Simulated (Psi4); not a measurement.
# CH2InN (InH2(CN)) at CCSD(T)/def2-SVPD (core potential)

What is the energy change on altering one bond length of CH2InN (InH2(CN)) at CCSD(T)/def2-SVPD (core potential)? 

The results are computed with Psi4 1.11.

2 further runs of the same task are left out: 1 that didn't finish, 1 set aside as unsound or not needed.

## Step 1: The structure to begin with

CH2InN: 5 atoms, total charge 0, spin state singlet. As SMILES, `[H][In]([H])[C]#N`. The shape comes from GFN2-xTB, which is rough for such elements, and wasn't checked as a minimum.

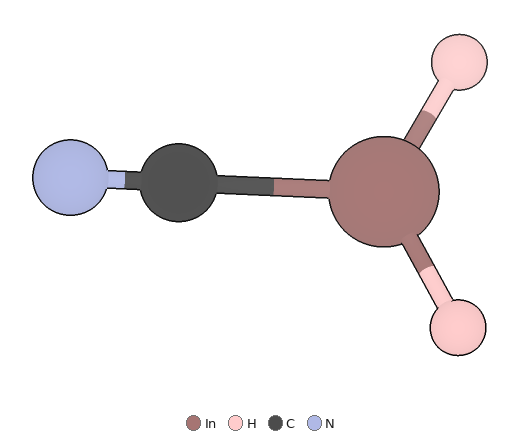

Viewed from a chosen angle; indium brown, hydrogen pink, carbon dark grey, nitrogen light blue.

## Step 2: A single-point energy at CCSD(T)/def2-SVPD (core potential)

File calc.inp:

```
memory 1600 mb

molecule m {
  In     0.73480111     1.28019496     0.00294797
  H      3.98866383     1.12115561     0.10289559
  H     -1.01865687     4.02762998    -0.04729984
  C     -1.31368091    -2.27411532    -0.03562134
  N     -2.39112716    -4.15488414    -0.02292238
  units bohr
  symmetry c1
}

set globals {
  basis           def2-SVPD
  puream          true
  e_convergence   1e-09
  d_convergence   1e-08
  scf_type        pk
  num_frozen_docc 6
}

energy_value, wavefunction = energy("ccsd(t)", return_wfn=True)
print_variables()
```

Started as:

```console
psi4 -n 1 calc.inp calc.out
```

calc.out, shortened:

```text
[...]
    !!!  WARNING: ECP capability is in beta. Please check occupations closely.  !!!
[...]
  Running in c1 symmetry.
[...]
  Nuclear repulsion =   90.185460583825645
[...]
  Multiplicity = 1
[...]
  Nalpha       = 18
  Nbeta        = 18
[...]
    Number of basis functions: 88
[...]
   @RHF iter   1:  -282.55254779607196   -1.74019e+00   2.92429e-03 DIIS/ADIIS
[...]
   @RHF iter  11:  -282.58735766670424   -2.61480e-11   6.52776e-09 DIIS
[...]
    Orbital Energies [Eh]
    ---------------------
    Doubly Occupied:
       1A    -15.566018     2A    -11.245750     3A     -5.432196
       4A     -3.693553     5A     -3.685486     6A     -3.683230
       7A     -1.194882     8A     -1.081544     9A     -1.074978
      10A     -1.071839    11A     -1.071575    12A     -1.069373
      13A     -0.657029    14A     -0.558705    15A     -0.488485
      16A     -0.476048    17A     -0.468427    18A     -0.435567
[...]
  @RHF Final Energy:  -282.58735766670424
   => Energetics <=
    Nuclear Repulsion Energy =             90.1854605838256447
    One-Electron Energy =                -639.6362677413092115
    Two-Electron Energy =                 266.8634494907793737
    Total Energy =                       -282.5873576667042357
[...]
 Multipole Moments:
 ------------------------------------------------------------------------------------
     Multipole            Electronic (a.u.)      Nuclear  (a.u.)        Total (a.u.)
 ------------------------------------------------------------------------------------
 L = 1.  Multiply by 2.5417464519 to convert [e a0] to [Debye]
 Dipole X            :         16.7118202          -15.8354547            0.8763655
 Dipole Y            :         29.0564758          -27.5264018            1.5300739
 Dipole Z            :          0.1663472           -0.1675961           -0.0012489
 Magnitude           :                                                    1.7632766
[...]
      * MP2 total energy                      = -282.970319855841808
[...]
      * CCSD total energy                     = -282.991642691890888
[...]
      * CCSD(T) total energy                  = -283.009162822698386
[...]
```

It took 53 s on 1 thread of AMD EPYC 7R43 (Zen 3), shared host; peak memory 0.55 GiB.

## Step 3: The distorted shape at the same level

File ch2inn.xyz:

```xyz
5
CH2InN
In     0.474374     0.826756     0.000552
H      2.196244     0.742596     0.053442
H     -0.453516     2.280636    -0.026038
C     -0.609636    -1.054104    -0.019858
N     -1.265330    -2.198670    -0.012130
```

File run.py:

```python
import numpy as np
from ase.calculators.psi4 import Psi4
from ase.io import read

mol = read('ch2inn.xyz')
calc = Psi4(atoms=mol, method='ccsd(t)', basis='def2-SVPD', memory='1600MB', num_threads=1, charge=0, multiplicity=1, label='calc', reference='rhf')
calc.psi4.set_options({'puream': True, 'e_convergence': 1e-09, 'd_convergence': 1e-08, 'scf_type': 'pk', 'num_frozen_docc': 6})
mol.calc = calc

print(f'energy: {mol.get_potential_energy():.6f} eV')
```

Started as:

```console
python run.py
```

calc.dat, shortened:

```text
[...]
    !!!  WARNING: ECP capability is in beta. Please check occupations closely.  !!!
[...]
  Running in c1 symmetry.
[...]
  Nuclear repulsion =   86.441889112576590
[...]
  Multiplicity = 1
[...]
  Nalpha       = 18
  Nbeta        = 18
[...]
    Number of basis functions: 88
[...]
   @RHF iter   1:  -282.49605922724226   -2.03943e+00   2.65853e-03 ADIIS/DIIS
[...]
   @RHF iter  13:  -282.52595396151634   -3.29692e-12   5.47291e-09 DIIS
[...]
    Orbital Energies [Eh]
    ---------------------
    Doubly Occupied:
       1A    -15.617030     2A    -11.299873     3A     -5.436670
       4A     -3.697829     5A     -3.690309     6A     -3.687595
       7A     -1.119833     8A     -1.085245     9A     -1.079620
      10A     -1.075959    11A     -1.075541    12A     -1.074041
      13A     -0.684252    14A     -0.565071    15A     -0.485927
      16A     -0.453991    17A     -0.422112    18A     -0.416041
[...]
  @RHF Final Energy:  -282.52595396151634
   => Energetics <=
    Nuclear Repulsion Energy =             86.4418891125765896
    One-Electron Energy =                -632.0018094220502007
    Two-Electron Energy =                 263.0339663479572323
    Total Energy =                       -282.5259539615163362
[...]
 Multipole Moments:
 ------------------------------------------------------------------------------------
     Multipole            Electronic (a.u.)      Nuclear  (a.u.)        Total (a.u.)
 ------------------------------------------------------------------------------------
 L = 1.  Multiply by 2.5417464519 to convert [e a0] to [Debye]
 Dipole X            :         17.3288590          -16.3967903            0.9320687
 Dipole Y            :         30.1332427          -28.5062552            1.6269875
 Dipole Z            :          0.1598537           -0.1609809           -0.0011272
 Magnitude           :                                                    1.8750577
[...]
      * MP2 total energy                      = -282.948669301231462
[...]
      * CCSD total energy                     = -282.957644441171283
[...]
      * CCSD(T) total energy                  = -282.980884924814688
```

On the terminal:

```text
energy: -7700.302097 eV
```

It took 53 s on 1 thread of AMD EPYC 7R43 (Zen 3), shared host; peak memory 0.56 GiB.

## Step 4: Results

At CCSD(T)/def2-SVPD (core potential), 6 core orbitals frozen:

```
                                                         quantity          value
                                        first shape: total energy  -283.00916 Eh
                 first shape: HOMO energy (Hartree–Fock orbitals)      -11.85 eV
                 first shape: LUMO energy (Hartree–Fock orbitals)       -0.03 eV
               first shape: HOMO–LUMO gap (Hartree–Fock orbitals)       11.82 eV
         first shape: correlation energy (6 core orbitals frozen)     -421.8 mEh
                                      first shape: (T) correction     -17.52 mEh
                                       first shape: T1 diagnostic          0.012
                                    distorted shape: total energy  -282.98088 Eh
             distorted shape: HOMO energy (Hartree–Fock orbitals)      -11.32 eV
             distorted shape: LUMO energy (Hartree–Fock orbitals)       -0.16 eV
           distorted shape: HOMO–LUMO gap (Hartree–Fock orbitals)       11.16 eV
     distorted shape: correlation energy (6 core orbitals frozen)     -454.9 mEh
                                  distorted shape: (T) correction     -23.24 mEh
                                   distorted shape: T1 diagnostic          0.015
energy change with the C4–N5 bond stretched from 1.147 to 1.319 Å       0.769 eV
```

In words: With the C4–N5 bond stretched from 1.147 to 1.319 Å the energy rises by 0.77 eV (74.2 kJ/mol). The first shape isn't relaxed at this level, so the change isn't measured from a minimum. The triples (first shape) make up 4.2 % of the correlation energy. The triples (distorted shape) make up 5.1 % of the correlation energy.
